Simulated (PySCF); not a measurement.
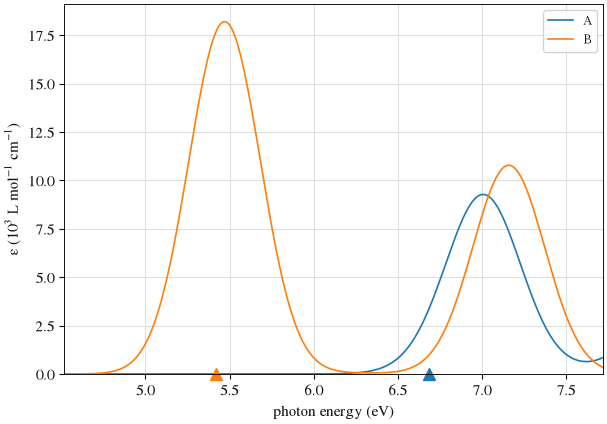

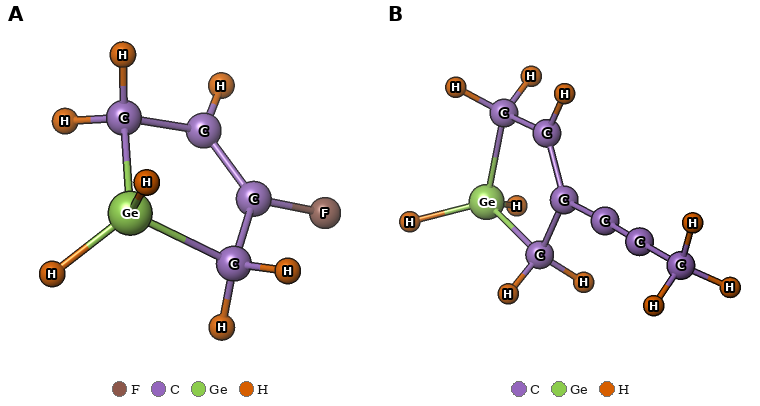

Related molecules: A is C₄H₇FGe, SMILES FC1=C[CH2][GeH2][CH2]1, singlet; B is C₇H₁₀Ge, SMILES CC#CC1=C[CH2][GeH2][CH2]1, singlet. Vertical TDDFT absorption, ωB97X-D/def2-SVPD with PySCF 2.14.0, at a PBE0-D3(BJ)/def2-SVP geometry (no frequency check); Gaussians of 1/e half-width 0.30 eV, triangles mark S1, and the range ends where the computed states of one molecule run out.

Question: How does the lowest singlet move?

Answer: A: 6.68 eV (f = 0.005, mainly HOMO → LUMO (62 %)); B: 5.42 eV (f = 0.000, mainly HOMO−1 → LUMO (93 %)) (S2 lies within 0.06 eV, too close to order). From A to B it shifts 1.26 eV to the red; the leading orbital pair differs.

Question: And the brightest state of each within the range drawn?

Answer: A: S2 at 6.96 eV, f = 0.11; B: S2 at 5.47 eV, f = 0.34.

Limits of at least one run: core orbitals are frozen in the response.
